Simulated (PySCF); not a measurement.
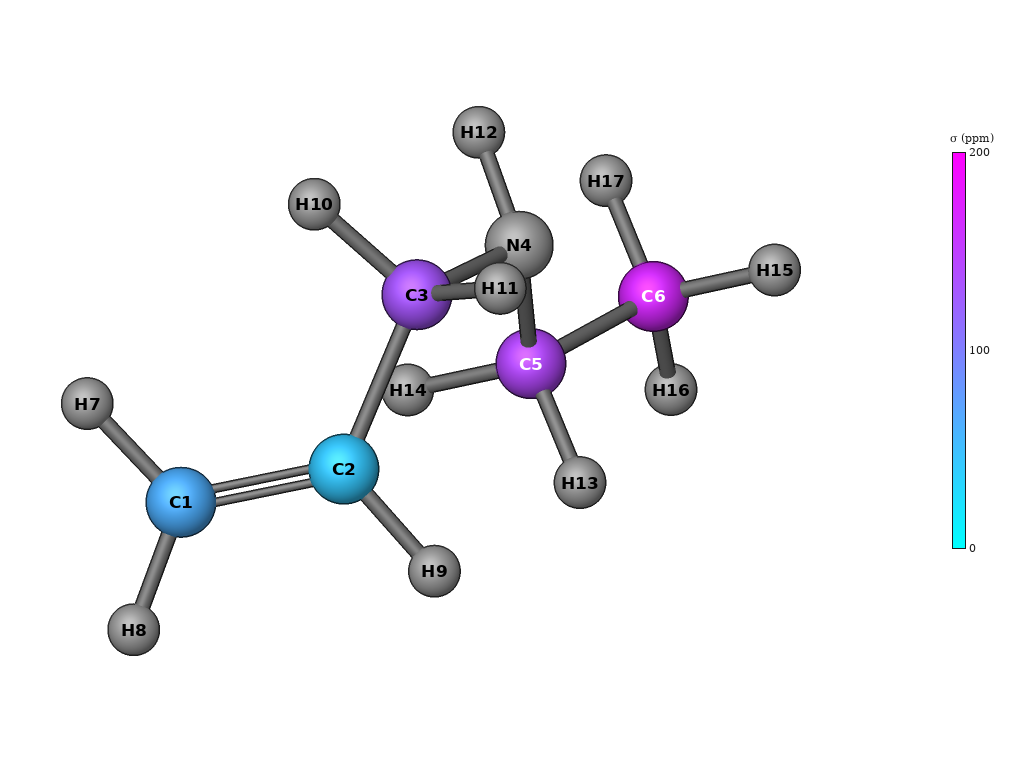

Atoms are coloured by their isotropic NMR shieldings (C only, the others grey). Geometry: an image of a reaction path computed with GFN2-xTB, not a minimum. Level of theory: GIAO PBE0/pcSseg-1 NMR shielding, non-relativistic, gas phase (PySCF 2.14.0).

Give the isotropic NMR shieldings of the C atoms atom by atom.

```tsv
atom	σ (ppm)
C1	62.2
C2	42.5
C3	131.9
C5	142.6
C6	167.9
```
